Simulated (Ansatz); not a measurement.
# ZrBRh3 (Pm-3m): Grüneisen parameters

Aim: how the phonons of ZrBRh3 (Pm-3m) shift with volume, and the thermal expansion that follows.

Calculated with Ansatz 0.2.0; DFT PBEsol, scalar-relativistic, plane waves, PAW; PAW set soft_1.

## 1. Starting point

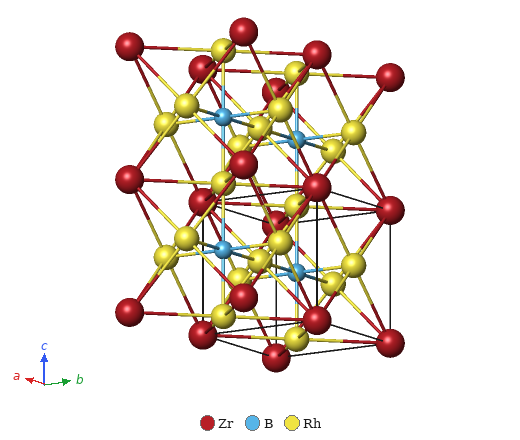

The starting structure, seen from a free direction (zirconium red, boron blue, rhodium yellow). 2×1×2 cells are drawn. Some periodic images of atoms are drawn too.

## 2. Phonons on a q mesh

The cell comes from relaxations at this level that are not shown. Stability and thermal properties need the whole zone. Linear response on a 2×2×2 q mesh gives force constants as far as a supercell of that size would.

input.yaml

```yaml
crystal:
  lattice:
    - [4.08908257, 0.0, 0.0]
    - [0.0, 4.08908257, 0.0]
    - [0.0, 0.0, 4.08908257]
  atoms:
    - { symbol: Zr, position: [0.0, 0.0, 0.0] }
    - { symbol: B, position: [0.5, 0.5, 0.5] }
    - { symbol: Rh, position: [0.0, 0.5, 0.5] }
    - { symbol: Rh, position: [0.5, 0.5, 0.0] }
    - { symbol: Rh, position: [0.5, 0.0, 0.5] }
kpoints:
  mp_grid: { grid: [12, 12, 12] }
hamiltonian:
  xc: pbesol
  pseudopotentials: { kind: paw, azcp: { folder: soft_1 }, xc_functional: pbe }
scf:
  occupations: { method: methfessel_paxton, width: 0.2 }
output:
  eigenvalues: true
phonons:
  method: dfpt
  qmesh: [2, 2, 2]
  temperatures: { t_max: 1000, t_step: 50 }
  qpath:
    path:
      - [[0.0, 0.0, 0.0], [0.0, 0.5, 0.0], [0.5, 0.5, 0.0], [0.0, 0.0, 0.0], [0.5, 0.5, 0.5], [0.0, 0.5, 0.0]]
      - [[0.5, 0.5, 0.5], [0.5, 0.5, 0.0]]
    npoints: 10
```

On the command line:

```
$ ansatz run input.yaml --threads 4 --pin off --max-ram 10240MiB --backend cpu --events-out ev --progress --plain --runs-dir out
```

Numbers of over 12 decimals in the logs are rounded to 6 here.

The log of the run:

```text
Engine: ansatz 0.2.0, aarch64-unknown-linux-gnu
Pseudopotentials: kind: paw
Pseudopotential: Zr, paw, valence charge 12, recommended cutoff 420 eV (normal), soft_1/Zr.paw.azcp
Pseudopotential: B, paw, valence charge 3, recommended cutoff 420 eV (normal), soft_1/B.paw.azcp
Pseudopotential: Rh, paw, valence charge 17, recommended cutoff 420 eV (normal), soft_1/Rh.paw.azcp
Functional definition: PBEsol
  exchange = pbesol_x
  correlation = pbesol_c
Crystal: 5 atoms, lattice volume = 68.372 Å³
Basis set: ecut = 420 eV, 1357 PW (Γ), exchange–correlation on 60×60×60 points (8 copies of the dense FFT grid, shifted against one another)
Bands: 40, of which v1, the nominal top of the filled ones, is band 33 counted from 1 (32 counted from 0)
Symmetry: 48 space group operations
k-points: 84 of 1728
Non-local potential: Zr, projectors of the file, l = 0: 3, l = 1: 2, l = 2: 2, l = 3: 1
Non-local potential: B, projectors of the file, l = 0: 2, l = 1: 2, l = 2: 1
Non-local potential: Rh, projectors of the file, l = 0: 3, l = 1: 2, l = 2: 2, l = 3: 1
PAW form: soft (Blöchl's): semilocal exchange-correlation on the pseudo side does not see the compensation charge
PAW frozen core: Zr, regenerated for the run's functional, and the local potential with it (the file was generated under x = pbe(κ = 0.804, μ = 0.219515), c = pbe(β = 0.066725))
PAW frozen core: B, regenerated for the run's functional, and the local potential with it (the file was generated under x = pbe(κ = 0.804, μ = 0.219515), c = pbe(β = 0.066725))
PAW frozen core: Rh, regenerated for the run's functional, and the local potential with it (the file was generated under x = pbe(κ = 0.804, μ = 0.219515), c = pbe(β = 0.066725))
PAW one-centre angular grid: Zr, 590 points (default); XC on 64 Gauss nodes
PAW one-centre angular grid: B, 110 points (default); XC on 64 Gauss nodes
PAW one-centre angular grid: Rh, 590 points (default); XC on 64 Gauss nodes
Initial density: superposition of atomic densities (chi_scale 0.1, normalization cell, long waves kept (reshape's long-wave potential 0.00 eV rms))
Initial wavefunctions: pseudopotential atomic-orbital guess
Functional: x = pbesol(κ = 0.804, μ = 0.123457), c = pbesol(β = 0.046)
SCF iter   1: F=—  HF=-23309.504068 eV  |F-HF|=—  |Δ(HF+E_count)|=         —  Δρ=2.52e-1  dr2=7.20e1  ethr=3.10e-3  ⟨swp⟩=4.9  Hψ=10610  notcnv=0
preconditioner: auto → Kerker (q_TF=auto, 2.712 Å⁻¹)  [metal: Δε(μ)=0.003 eV  Ē_g=5.373 eV  σ=0.200 eV  W_gap=0.01  n_scr=26 (ndim 8)  ℏωp=26.2 eV  f_vac=0.000  D(μ)=6.33/eV (n_scr^D=80)]
SCF iter   2: F=—  HF=-23303.100696 eV  |F-HF|=—  |Δ(HF+E_count)|=    6.40e0  S|Δr|=    0.00e0  Δρ=1.03e-1  dr2=1.27e1  ethr=3.10e-3  ⟨swp⟩=2.2  Hψ=7057  notcnv=0  defer=8
SCF iter   3: F=—  HF=-23301.681804 eV  |F-HF|=—  |Δ(HF+E_count)|=    1.42e0  S|Δr|=    0.00e0  Δρ=2.64e-2  dr2=1.04e0  ethr=3.10e-3  ⟨swp⟩=2.0  Hψ=5640  notcnv=0  defer=9
SCF iter   4: F=—  HF=-23301.523501 eV  |F-HF|=—  |Δ(HF+E_count)|=   1.58e-1  S|Δr|=    0.00e0  Δρ=7.23e-3  dr2=7.81e-2  ethr=1.57e-3  ⟨swp⟩=2.0  Hψ=4233  notcnv=0  defer=26
SCF iter   5: F=—  HF=-23301.513979 eV  |F-HF|=—  |Δ(HF+E_count)|=   9.52e-3  S|Δr|=    0.00e0  Δρ=4.29e-3  dr2=3.20e-2  ethr=1.18e-4  ⟨swp⟩=1.0  Hψ=3376  notcnv=0  defer=26
SCF iter   6: F=—  HF=-23301.508554 eV  |F-HF|=—  |Δ(HF+E_count)|=   5.43e-3  S|Δr|=    0.00e0  Δρ=1.42e-3  dr2=3.48e-3  ethr=4.84e-5  ⟨swp⟩=1.5  Hψ=3505  notcnv=0  defer=26
SCF iter   7: F=—  HF=-23301.507887 eV  |F-HF|=—  |Δ(HF+E_count)|=   6.66e-4  S|Δr|=    0.00e0  Δρ=1.61e-4  dr2=3.41e-5  ethr=5.27e-6  ⟨swp⟩=2.0  Hψ=4001  notcnv=0  defer=26
SCF iter   8: F=—  HF=-23301.507877 eV  |F-HF|=—  |Δ(HF+E_count)|=   9.81e-6  S|Δr|=    0.00e0  Δρ=2.42e-5  dr2=4.17e-7  ethr=5.17e-8  ⟨swp⟩=2.0  Hψ=5713  notcnv=0  defer=26
SCF iter   9: F=—  HF=-23301.507878 eV  |F-HF|=—  |Δ(HF+E_count)|=   4.83e-7  S|Δr|=    0.00e0  Δρ=2.90e-6  dr2=5.92e-9  ethr=6.32e-10  ⟨swp⟩=2.0  Hψ=4171  notcnv=0  defer=32
SCF iter  10: F=—  HF=-23301.507878 eV  |F-HF|=—  |Δ(HF+E_count)|=  1.53e-10  S|Δr|=    0.00e0  Δρ=6.69e-7  dr2=3.67e-10  ethr=8.97e-12  ⟨swp⟩=2.2  Hψ=5352  notcnv=0  defer=32
SCF iter  11: F=—  HF=-23301.507878 eV  |F-HF|=—  |Δ(HF+E_count)|=  6.91e-11  S|Δr|=    0.00e0  Δρ=1.48e-7  dr2=1.74e-11  ethr=1.00e-12  ⟨swp⟩=1.2  Hψ=3391  notcnv=0  defer=32
SCF iter  12: F=-23301.507878 eV  HF=-23301.507878 eV  |F-HF|=3.64e-12  |Δ(HF+E_count)|=  3.64e-12  S|Δr|=    0.00e0  Δρ=2.06e-8  dr2=2.73e-13  ethr=1.00e-12  ⟨swp⟩=7.2  Hψ=13506  notcnv=0
SCF 1 converged in 12 iterations: F = -23301.507878 eV  dr2 = 2.73e-13
  greatest PAW one-centre occupation: 0.999 electrons in one spin orbital (limit 2), on the Rh atom at site 4 (counted from 0), in its partial waves of l = 0
Initial density: read from a saved state, or passed on in memory by an earlier SCF of this step, an earlier step, the calling program or the single point that the run made first
iter 1 solved again at ethr=1.89e-7 eV; its pass at ethr=3.10e-3 eV (dr2=1.25e-4 eV) is discarded
SCF iter   1: F=—  HF=-23301.507879 eV  |F-HF|=—  |Δ(HF+E_count)|=         —  Δρ=6.16e-7  dr2=1.12e-10  ethr=1.89e-7  ⟨swp⟩=3.0  Hψ=19434  notcnv=0
eigensolver tolerance schedule: the retry pair's looser diagonalisation over-reported the residual by 1109171.15 of it (diagonalisation noise at an unbounded share of the residual, at the tolerance the schedule requests for it); recorded, not acted on — ethr = c·dr2/N_el stays at c = 1.0e-1
preconditioner: auto → Resta (q_TF=auto, 2.712 Å⁻¹)  ε∞=10.3  [insulator: Δε(μ)=0.234 eV  Ē_g=9.302 eV  σ=0.200 eV  W_gap=0.79  n_scr=26 (ndim 8)  ℏωp=28.4 eV  f_vac=0.000  D(μ)=0.24/eV (n_scr^D=0)  ε∞_Penn≈10.3]
SCF iter   2: F=—  HF=-23301.507878 eV  |F-HF|=—  |Δ(HF+E_count)|=   1.74e-6  S|Δr|=    0.00e0  Δρ=3.16e-7  dr2=3.03e-11  ethr=1.00e-12  ⟨swp⟩=3.7  Hψ=8897  notcnv=0
SCF iter   3: F=—  HF=-23301.507878 eV  |F-HF|=—  |Δ(HF+E_count)|=  7.28e-12  S|Δr|=    0.00e0  Δρ=2.07e-7  dr2=1.25e-11  ethr=1.00e-12  ⟨swp⟩=3.4  Hψ=7493  notcnv=0
SCF iter   4: F=-23301.507878 eV  HF=-23301.507878 eV  |F-HF|=0.00e0  |Δ(HF+E_count)|=  7.28e-12  S|Δr|=    0.00e0  Δρ=9.48e-8  dr2=2.49e-12  ethr=1.00e-12  ⟨swp⟩=2.0  Hψ=6466  notcnv=0
SCF 2 converged in 4 iterations: F = -23301.507878 eV  dr2 = 2.49e-12
phonons: the bands overlap, so this run is a metal and interpolates without the dipole-dipole term. If the crystal is really an insulator or semiconductor, its LO-TO splitting is missing
NSCF: frozen V_eff on 84 k-points
NSCF: frozen V_eff on 343 k-points
DFPT response loops at q = (0, 0, 0) (fractional): preconditioner auto → Kerker (q_TF=auto, 2.712 Å⁻¹) (partly filled bands, converged f_vac=0.000); β = 1.00, the filter's whole step (`scf.mixing.beta` (0.50) is not read by the response loops under this deck's `scf.mixing.preconditioner`; to damp them name `kerker` or `kerker_dos`, under which they read `scf.mixing.beta`, and type it under 1.00, their step now; both keys bind the ground state too); Broyden in place of MSR1
NSCF: frozen V_eff on 686 k-points
DFPT response loops at q = (0, 0, -0.5) (fractional): mixed as the last ones told, above
NSCF: frozen V_eff on 686 k-points
DFPT response loops at q = (0, -0.5, -0.5) (fractional): mixed as the last ones told, above
NSCF: frozen V_eff on 686 k-points
DFPT response loops at q = (-0.5, -0.5, -0.5) (fractional): mixed as the last ones told, above
SCF converged after 12 iterations
Stability not checked: this state was not tested for a lower state beside it, because cold or Methfessel-Paxton smearing, or corrected tetrahedra, fill the levels in a way that the test cannot read (fill_not_monotonic; see scf.lower_state_search)
Free energy (F): -23301.507878 eV
Harris-Foulkes:  -23301.507878 eV  (|F-HF|=3.64e-12)
Internal energy: -23301.514409 eV  (E = F + TS)
E sigma→0 (E₀):  -23301.509511 eV
Entropy (-TS):   0.006531 eV (1.306 meV/atom)
Fermi energy:    19.521833 eV
--- Per-component energies (eV) ---
  E_band       = -412.787476
  E_kinetic    = 1982.506245
  E_local      = -5750.922480  (includes V_loc(G=0)·N_el)
  E_nonlocal   = 986.246628
  E_hartree    = 2160.581298
  E_xc         = -791.091971
  E_vxc        = -982.745249  (∫ρ·V_xc dr)
  E_paw        = -13606.892264  (= ΣΔE_a)
  E_vpaw       = -969.035433  (= ΣTr[D̂ρ^β])
  E_aug_tail   = 0.000219  (compensation charges beyond the density's cutoff)
  E_ewald      = -8282.951118
  E_core_change = 1.009033  (= ΣΔE_core)
  E_smearing   = 0.006531  (= −TS)
  E_closure    = 0.000000  (closes the sum)
  Σ components = -23301.507878   (vs F -23301.507878, Δ=0.00e0)
--- Band table (eV; the first three rows and the last of 84) ---
  k-point 0: bands = [... 29 lower, 18.1878, 18.1878, 19.4087, 19.4383, 19.4383, 19.4383, 21.7914, 21.7914, ... 3 higher]
  k-point 1: bands = [... 29 lower, 17.9600, 18.4598, 19.3528, 19.4384, 19.6745, 19.6745, 21.7502, 21.8507, ... 3 higher]
  k-point 2: bands = [... 29 lower, 17.7155, 18.5178, 19.1864, 19.4389, 20.1034, 20.1034, 21.6378, 21.9428, ... 3 higher]
  k-point 83: bands = [... 29 lower, 19.2435, 19.2435, 19.2435, 19.9676, 19.9676, 19.9676, 20.8435, 20.8435, ... 3 higher]
--- Phonons (Γ-DFPT): 4 representative perturbations + reference (Σ response iterations 14) ---
  ASR residual: 1.110e-5 → 0.000e0 eV/Å²; symmetrization residual: 9.944e-6 eV/Å²
  ASR residual per site (eV/Å²): 3.30e-6 2.26e-6 1.11e-5 1.11e-5 1.11e-5
  Γ frequencies (cm⁻¹): 0.00 0.00 0.00 125.09 125.09 125.09 127.79 127.79 127.79 135.72 135.72 135.72 580.26 580.26 580.26
--- Phonons (arbitrary-q DFPT): 4 irreducible q on the 2×2×2 mesh ---
  q = [0.0000, 0.0000, 0.0000] (star 1, of the zone-centre solve; hermiticity 9.25e-7, symmetrization 8.57e-13): -0.00 0.00 0.00 125.09 125.09 125.09 127.79 127.79 127.79 135.72 135.72 135.72 580.26 580.26 580.26
  q = [0.0000, 0.0000, -0.5000] (star 3, 9 solved perturbations in 2646 linear systems a pass and spin channel, the states on 343 of 1728 k-point pairs; hermiticity 8.96e-7, symmetrization 2.69e-13): 96.61 96.61 102.72 102.72 121.91 136.44 136.44 138.91 138.91 152.29 182.93 251.49 582.04 582.04 695.07
  q = [0.0000, -0.5000, -0.5000] (star 3, 9 solved perturbations in 2646 linear systems a pass and spin channel, the states on 343 of 1728 k-point pairs; hermiticity 9.67e-7, symmetrization 6.02e-13): 79.50 103.18 103.18 121.41 121.41 135.42 141.38 148.17 148.17 170.78 209.20 283.49 580.67 689.50 689.50
  q = [-0.5000, -0.5000, -0.5000] (star 1, 4 solved perturbations in 931 linear systems a pass and spin channel, the states on 343 of 1728 k-point pairs; hermiticity 3.57e-7, symmetrization 5.84e-13): 93.97 93.97 93.97 110.25 110.25 110.25 142.00 142.00 142.00 218.47 218.47 311.66 704.98 704.98 704.98
  sum rule: each row above includes the acoustic sum rule's correction from the zone centre's row sums; it moved no ω² by more than (0.24 cm⁻¹)²
  mesh force constants: q→R imaginary residual 3.67e-18; ASR residual 1.110e-5 → 0.000e0 eV/Å²; symmetrization residual 2.132e-14 eV/Å²
  interpolated dispersion: 62 rows × 15 modes
  density of states and harmonic sums: on the 16×16×16 q-mesh, interpolated from the force constants of a 2×2×2 supercell (no non-analytic term)
  largest difference from the sums on the solved wave vectors: F 5.32e-2 eV, S 8.54e-5 and C_V 3.22e-5 eV/K
  zero-point energy: 0.224382 eV/cell   skipped modes (ω ≤ 0): 3   left out of the sums: 4.88e-5 of the cell's modes: C_V's classical limit lies that fraction below 3 k_B per atom; for a crystal, a wire or a layer, F and S can be off by more, and a phonons.interpolated_qmesh denser along its periods is the remedy for the sampling
```

The job ended after 9.2 min (4 threads of Arm Neoverse V2, shared host; peak memory 2.3 GiB; 36 min of CPU time).

The column dr2 measures how far the density is from self-consistency, as an energy; F and HF (Harris–Foulkes) agree once it is small.

Numbers from this step:

```yaml
volume_per_atom: 13.67 Å³
gap_on_the_k_mesh: 0 eV
sum_rule_residual_before_enforcement: 1.11e-5 eV/Å²
lowest_frequency_on_the_path: 0 cm⁻¹
point_group: m-3m
highest_frequency_on_the_path_or_at_a_solved_wavevector: 705 cm⁻¹
mean_frequency: 241.3 cm⁻¹
debye_temperature_second_moment: 586 K
logarithmic_mean_frequency: 184.6 cm⁻¹
highest_optical_mode_at_the_zone_centre_no_lo_to_term: 580.3 cm⁻¹
lowest_optical_zone_centre_mode: 125.1 cm⁻¹
lowest_mode_on_the_q_mesh_acoustic_modes_at_gamma_apart: 79.5 cm⁻¹
zero_point_energy_per_atom: 44.88 meV
heat_capacity_at_300_k: 21.55 J/(mol atoms K)
vibrational_entropy_at_300_k: 29.98 J/(mol atoms K)
edges_of_the_widest_gap_between_branches_on_path_and_mesh: 311.7, 580.3 cm⁻¹
```

Frequencies (cm⁻¹) solved at each irreducible wavevector; negative means imaginary. Frequencies by wavevector, by row:

```
q in reciprocal lattice units  star  mode 1  mode 2  mode 3  mode 4  mode 13  mode 14  mode 15
                        0 0 0     1       0       0       0   125.1    580.3    580.3    580.3
                     0 0 -0.5     3    96.6    96.6   102.7   102.7      582      582    695.1
                  0 -0.5 -0.5     3    79.5   103.2   103.2   121.4    580.7    689.5    689.5
               -0.5 -0.5 -0.5     1      94      94      94   110.2      705      705      705
```

Symmetry leaves 4 wavevectors to solve. The lowest mode among them, the acoustic zeros apart, lies at q = (0, -0.5, -0.5) and is real, 79.5 cm⁻¹.

## 3. Relaxing at another volume, volume ratio 0.97

The volume is scaled by 0.97 and held; symmetry leaves nothing to relax, so this is a single point. The modes can then be followed against volume.

input.yaml, the sections that differ from step 2:

```yaml
crystal:
  lattice:
    - [4.0477758816, 0.0, 0.0]
    - [0.0, 4.0477758816, 0.0]
    - [0.0, 0.0, 4.0477758816]
  atoms:
    - { symbol: Zr, position: [0.0, 0.0, 0.0] }
    - { symbol: B, position: [0.5, 0.5, 0.5] }
    - { symbol: Rh, position: [0.0, 0.5, 0.5] }
    - { symbol: Rh, position: [0.5, 0.5, 0.0] }
    - { symbol: Rh, position: [0.5, 0.0, 0.5] }
output:
  forces: true
  stress: true
  eigenvalues: true
# kpoints, hamiltonian, scf: as in step 2
# phonons: removed
```

The log of the run:

```text
[...]
Crystal: 5 atoms, lattice volume = 66.321 Å³
Basis set: ecut = 420 eV, 1309 PW (Γ), exchange–correlation on 60×60×60 points (8 copies of the dense FFT grid, shifted against one another)
Bands: 40, of which v1, the nominal top of the filled ones, is band 33 counted from 1 (32 counted from 0)
Symmetry: 48 space group operations
[...]
k-points: 84 of 1728
[...]
k-point 0: bands = [... 29 lower, 18.8832, 18.8832, 20.1607, 20.1981, 20.1981, 20.1981, 22.6296, 22.6296, ... 3 higher]
  k-point 1: bands = [... 29 lower, 18.6485, 19.1683, 20.1013, 20.1983, 20.4391, 20.4391, 22.5856, 22.6883, ... 3 higher]
  k-point 2: bands = [... 29 lower, 18.3940, 19.2331, 19.9248, 20.1988, 20.8789, 20.8789, 22.4658, 22.7787, ... 3 higher]
  k-point 83: bands = [... 29 lower, 19.9894, 19.9894, 19.9894, 20.7295, 20.7295, 20.7295, 21.6550, 21.6550, ... 3 higher]
[key lines of the parts left out:]
SCF converged after 9 iterations
Free energy (F): -23301.459025 eV
Fermi energy:    20.284689 eV
P = ⅓ Tr σ = 7.8533 GPa (78.533 kbar)
```

It took 3.1 s on 4 threads; peak memory 0.47 GiB; 11 s of CPU time.

This step gave:

| Quantity | Value |
| --- | --- |
| pressure | 7.853 GPa |
| volume per atom | 13.26 Å³ |

The run ends at a pressure of 7.85 GPa.

## 4. Phonons at the other volume, volume ratio 0.97

The phonons are repeated at this volume on the same k and q meshes.

input.yaml, as its differences from that of step 3:

```diff
@@ -19,4 +19,11 @@
 output:
-  forces: true
-  stress: true
   eigenvalues: true
+phonons:
+  method: dfpt
+  qmesh: [2, 2, 2]
+  temperatures: { t_max: 1000, t_step: 50 }
+  qpath:
+    path:
+      - [[0.0, 0.0, 0.0], [0.0, 0.5, 0.0], [0.5, 0.5, 0.0], [0.0, 0.0, 0.0], [0.5, 0.5, 0.5], [0.0, 0.5, 0.0]]
+      - [[0.5, 0.5, 0.5], [0.5, 0.5, 0.0]]
+    npoints: 10
```

The log of the run:

```text
[...]
Crystal: 5 atoms, lattice volume = 66.321 Å³
Basis set: ecut = 420 eV, 1309 PW (Γ), exchange–correlation on 60×60×60 points (8 copies of the dense FFT grid, shifted against one another)
Bands: 40, of which v1, the nominal top of the filled ones, is band 33 counted from 1 (32 counted from 0)
Symmetry: 48 space group operations
k-points: 84 of 1728
[...]
SCF iter   1: F=—  HF=-23309.387107 eV  |F-HF|=—  |Δ(HF+E_count)|=         —  Δρ=2.52e-1  dr2=6.87e1  ethr=3.10e-3  ⟨swp⟩=4.9  Hψ=10682  notcnv=0
[...]
SCF iter  11: F=-23301.459025 eV  HF=-23301.459025 eV  |F-HF|=1.09e-11  |Δ(HF+E_count)|=  1.82e-11  S|Δr|=    0.00e0  Δρ=1.04e-7  dr2=8.37e-12  ethr=1.00e-12  ⟨swp⟩=7.8  Hψ=15239  notcnv=0
SCF 1 converged in 11 iterations: F = -23301.459025 eV  dr2 = 8.37e-12
[...]
SCF iter   4: F=-23301.459025 eV  HF=-23301.459025 eV  |F-HF|=3.64e-12  |Δ(HF+E_count)|=    0.00e0  S|Δr|=    0.00e0  Δρ=5.11e-8  dr2=6.58e-13  ethr=1.00e-12  ⟨swp⟩=3.0  Hψ=6813  notcnv=0
SCF 2 converged in 4 iterations: F = -23301.459025 eV  dr2 = 6.58e-13
[...]
NSCF: frozen V_eff on 84 k-points
[...]
SCF converged after 11 iterations
[...]
Free energy (F): -23301.459025 eV
[...]
Internal energy: -23301.465001 eV  (E = F + TS)
E sigma→0 (E₀):  -23301.460519 eV
Entropy (-TS):   0.005977 eV (1.195 meV/atom)
Fermi energy:    20.284694 eV
[...]
--- Band table (eV; the first three rows and the last of 84) ---
  k-point 0: bands = [... 29 lower, 18.8832, 18.8832, 20.1607, 20.1981, 20.1981, 20.1981, 22.6296, 22.6296, ... 3 higher]
  k-point 1: bands = [... 29 lower, 18.6485, 19.1683, 20.1013, 20.1983, 20.4391, 20.4391, 22.5856, 22.6883, ... 3 higher]
  k-point 2: bands = [... 29 lower, 18.3941, 19.2331, 19.9248, 20.1988, 20.8789, 20.8789, 22.4658, 22.7787, ... 3 higher]
  k-point 83: bands = [... 29 lower, 19.9894, 19.9894, 19.9894, 20.7295, 20.7295, 20.7295, 21.6550, 21.6550, ... 3 higher]
[...]
ASR residual: 5.029e-5 → 0.000e0 eV/Å²; symmetrization residual: 9.709e-6 eV/Å²
  ASR residual per site (eV/Å²): 5.03e-5 1.60e-5 4.14e-5 4.14e-5 4.14e-5
[...]
--- Phonons (arbitrary-q DFPT): 4 irreducible q on the 2×2×2 mesh ---
[...]
interpolated dispersion: 62 rows × 15 modes
[...]
```

The job ended after 9.2 min (4 threads; peak memory 2.3 GiB; 36 min of CPU time).

Numbers from this step:

* sum-rule residual before enforcement: 5.03e-5 eV/Å²
* highest frequency on the path or at a solved wavevector: 734.9 cm⁻¹
* mean frequency: 255.6 cm⁻¹
* Debye temperature (second moment): 617 K
* logarithmic mean frequency: 196.5 cm⁻¹
* highest optical mode at the zone centre (no LO-TO term): 616.0 cm⁻¹
* lowest optical zone-centre mode: 133.3 cm⁻¹
* lowest mode on the q mesh (acoustic modes at Γ apart): 82.97 cm⁻¹
* zero-point energy per atom: 47.53 meV
* heat capacity at 300 K: 21.27 J/(mol atoms K)
* vibrational entropy at 300 K: 28.61 J/(mol atoms K)
* edges of the widest gap between branches, on path and mesh: 329.7, 616 cm⁻¹

Frequencies (cm⁻¹) solved at each irreducible wavevector; negative means imaginary. Frequencies by wavevector, by row:

```
q in reciprocal lattice units  star  mode 1  mode 2  mode 3  mode 4  mode 13  mode 14  mode 15
                        0 0 0     1       0       0       0   133.3      616      616      616
                     0 0 -0.5     3   102.9   102.9   107.8   107.8    617.6    617.6      725
                  0 -0.5 -0.5     3      83   109.6   109.6   130.9    616.2    719.1    719.1
               -0.5 -0.5 -0.5     1    98.1    98.1    98.1   115.3    734.9    734.9    734.9
```

The highest optical mode at the zone centre (no LO-TO term) is 616.0 cm⁻¹, +35.7 cm⁻¹ against the base run.

(Continued in part 2 of 2.)

[Logs are printed without paths, hosts, clocks, repeated set-up lines and the standing remarks that a program may print on its own settings, such as how far it seeks lower states.]

[Hosts, paths, dates, database ids (printed as entryN), source tags and the programs' standing remarks are cut or masked in the printed files.]
